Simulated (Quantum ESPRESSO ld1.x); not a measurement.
Run report: Sm³⁺, atomic calculation

System: Sm³⁺, configuration typed as [Xe] 4f5 6d-1.
Method: radial all-electron Kohn-Sham run of Quantum ESPRESSO ld1.x with rel=1, lsd=1, dft='PZ' as typed.

### Input
```
 &input
    zed=62.0,
    iswitch=1,
    rel=1,
    lsd=1,
    dft='PZ',
    config='[Xe] 4f5 6d-1',
    prefix='ld1',
    max_out_wfc=37,
    file_charge='ld1.rho',
 /
```

Hardware: 1 CPU thread, shared host.

Run as:
```bash
OMP_NUM_THREADS=1 ld1.x < ld1.in > ld1.out
```

### Output
```
     Program LD1 v.7.5 starts

     --------------------------- All-electron run ----------------------------

     scalar relativistic calculation

     atomic number is 62.00
     dft =PZ   lsd =1 sic =0 latt =0  beta=0.20 tr2=1.0E-14
     Exchange-correlation= PZ
                           (   1   1   0   0   0   0   0)
     mesh =2093 r(mesh) = 100.37023 a.u. xmin = -8.00 dx = 0.00800
     1 Ry =  13.60569312 eV, c = 137.03599908

     n l     nl                  e(Ry)          e(Ha)          e(eV)
     1 0     1S 1( 1.00)     -3429.8460     -1714.9230    -46665.4315
     2 0     2S 1( 1.00)      -562.4612      -281.2306     -7652.6747
     2 1     2P 1( 3.00)      -502.1972      -251.0986     -6832.7412
     3 0     3S 1( 1.00)      -125.0811       -62.5405     -1701.8150
     3 1     3P 1( 3.00)      -106.2423       -53.1211     -1445.4997
     4 0     4S 1( 1.00)       -26.7833       -13.3917      -364.4054
     4 1     4P 1( 3.00)       -20.5783       -10.2891      -279.9818
     3 2     3D 1( 5.00)       -80.6646       -40.3323     -1097.4974
     5 0     5S 1( 1.00)        -5.3046        -2.6523       -72.1734
     5 1     5P 1( 3.00)        -3.7379        -1.8689       -50.8561
     4 2     4D 1( 5.00)       -11.8674        -5.9337      -161.4646
     4 3     4F 1( 5.00)        -2.5045        -1.2522       -34.0752
     1 0     1S 2( 1.00)     -3429.8460     -1714.9230    -46665.4327
     2 0     2S 2( 1.00)      -562.4567      -281.2284     -7652.6136
     2 1     2P 2( 3.00)      -502.1941      -251.0970     -6832.6985
     3 0     3S 2( 1.00)      -124.9526       -62.4763     -1700.0669
     3 1     3P 2( 3.00)      -106.1149       -53.0575     -1443.7674
     4 0     4S 2( 1.00)       -26.4848       -13.2424      -360.3440
     4 1     4P 2( 3.00)       -20.2820       -10.1410      -275.9504
     3 2     3D 2( 5.00)       -80.5647       -40.2824     -1096.1391
     5 0     5S 2( 1.00)        -5.1508        -2.5754       -70.0798
     5 1     5P 2( 3.00)        -3.6205        -1.8103       -49.2601
     4 2     4D 2( 5.00)       -11.5765        -5.7882      -157.5060
     4 3     4F 2( 0.00)        -2.2483        -1.1241       -30.5892

     final scf error:  6.9E-15 reached in  32 iterations

     Etot =  -20837.262726 Ry,  -10418.631363 Ha, -283505.402175 eV
     Total magnetization:    5.00 Bohr mag.

     Ekin =   22270.449254 Ry,   11135.224627 Ha,  303004.898257 eV
     Encl =  -50609.975789 Ry,  -25304.987895 Ha, -688583.799549 eV
     Eh   =    7956.679797 Ry,    3978.339898 Ha,  108256.143590 eV
     Exc  =    -454.415987 Ry,    -227.207994 Ha,   -6182.644473 eV

     normalization and overlap integrals

     s(1S/1S) =  1.000000  <r> =   0.0228  <r2> =    0.0007  r(max) =   0.0145
     s(1S/2S) = -0.021317
     s(1S/3S) = -0.009197
     s(1S/4S) = -0.004424
     s(1S/5S) = -0.001866
     s(2S/2S) =  1.000000  <r> =   0.0971  <r2> =    0.0111  r(max) =   0.0825
     s(2S/3S) = -0.005758
     s(2S/4S) = -0.002652
     s(2S/5S) = -0.001109
     s(2P/2P) =  1.000000  <r> =   0.0855  <r2> =    0.0089  r(max) =   0.0665
     s(2P/3P) = -0.004651
     s(2P/4P) = -0.002026
     s(2P/5P) = -0.000773
     s(3S/3S) =  1.000000  <r> =   0.2553  <r2> =    0.0745  r(max) =   0.2334
     s(3S/4S) = -0.001857
     s(3S/5S) = -0.000753
     s(3P/3P) =  1.000000  <r> =   0.2536  <r2> =    0.0745  r(max) =   0.2297
     s(3P/4P) = -0.001586
     s(3P/5P) = -0.000587
     s(4S/4S) =  1.000000  <r> =   0.5788  <r2> =    0.3781  r(max) =   0.5406
     s(4S/5S) = -0.000509
     s(4P/4P) =  1.000000  <r> =   0.6124  <r2> =    0.4266  r(max) =   0.5626
     s(4P/5P) = -0.000400
     s(3D/3D) =  1.000000  <r> =   0.2312  <r2> =    0.0629  r(max) =   0.1880
     s(3D/4D) = -0.001137
     s(5S/5S) =  1.000000  <r> =   1.3694  <r2> =    2.1040  r(max) =   1.2422
     s(5P/5P) =  1.000000  <r> =   1.5735  <r2> =    2.7936  r(max) =   1.3894
     s(4D/4D) =  1.000000  <r> =   0.6678  <r2> =    0.5173  r(max) =   0.5856
     s(4F/4F) =  1.000000  <r> =   0.8949  <r2> =    1.0254  r(max) =   0.6046
     s(1S/1S) =  1.000000  <r> =   0.0228  <r2> =    0.0007  r(max) =   0.0145
     s(1S/2S) = -0.021317
     s(1S/3S) = -0.009203
     s(1S/4S) = -0.004423
     s(1S/5S) = -0.001835
     s(2S/2S) =  1.000000  <r> =   0.0971  <r2> =    0.0111  r(max) =   0.0825
     s(2S/3S) = -0.005762
     s(2S/4S) = -0.002651
     s(2S/5S) = -0.001091
     s(2P/2P) =  1.000000  <r> =   0.0855  <r2> =    0.0089  r(max) =   0.0665
     s(2P/3P) = -0.004655
     s(2P/4P) = -0.002025
     s(2P/5P) = -0.000755
     s(3S/3S) =  1.000000  <r> =   0.2552  <r2> =    0.0744  r(max) =   0.2334
     s(3S/4S) = -0.001858
     s(3S/5S) = -0.000741
     s(3P/3P) =  1.000000  <r> =   0.2534  <r2> =    0.0744  r(max) =   0.2297
     s(3P/4P) = -0.001586
     s(3P/5P) = -0.000574
     s(4S/4S) =  1.000000  <r> =   0.5788  <r2> =    0.3781  r(max) =   0.5406
     s(4S/5S) = -0.000500
     s(4P/4P) =  1.000000  <r> =   0.6126  <r2> =    0.4269  r(max) =   0.5626
     s(4P/5P) = -0.000391
     s(3D/3D) =  1.000000  <r> =   0.2310  <r2> =    0.0628  r(max) =   0.1880
     s(3D/4D) = -0.001136
     s(5S/5S) =  1.000000  <r> =   1.3847  <r2> =    2.1522  r(max) =   1.2522
     s(5P/5P) =  1.000000  <r> =   1.5972  <r2> =    2.8791  r(max) =   1.4118
     s(4D/4D) =  1.000000  <r> =   0.6688  <r2> =    0.5191  r(max) =   0.5856
     s(4F/4F) =  1.000000  <r> =   0.9248  <r2> =    1.1111  r(max) =   0.6046

     ------------------------ End of All-electron run ------------------------
```

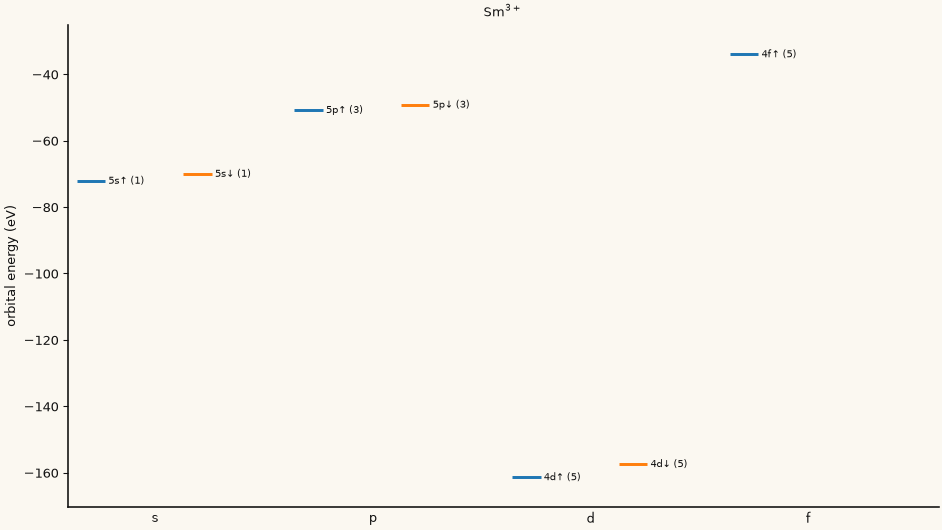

**Figure 1.** The outer levels are drawn by angular momentum (occupations in brackets, up spins at the left of each column and down spins at the right). They are the filled levels of this odd run. The highest occupied level is 4f up at −34.1 eV. The highest 5 occupied levels, from the top down, are 4f up (−34.1 eV), 5p down (−49.3 eV), 5p up (−50.9 eV), 5s down (−70.1 eV), 5s up (−72.2 eV).

### Outcome

```
                   quantity                value
                    outcome            converged
               total energy  −10418.6314 hartree
             kinetic energy   11135.2246 hartree
    electron–nucleus energy  −25304.9879 hartree
             Hartree energy    3978.3399 hartree
exchange–correlation energy  −227.207993 hartree
             SCF iterations                   32
```

### What is odd here

This input holds a deliberate oddity: negative occupation. The program ran to the end, and its total energy equals that of the same run with the usual input (−10418.63136 hartree) within 10⁻⁵ hartree, so the oddity leaves no trace in it.
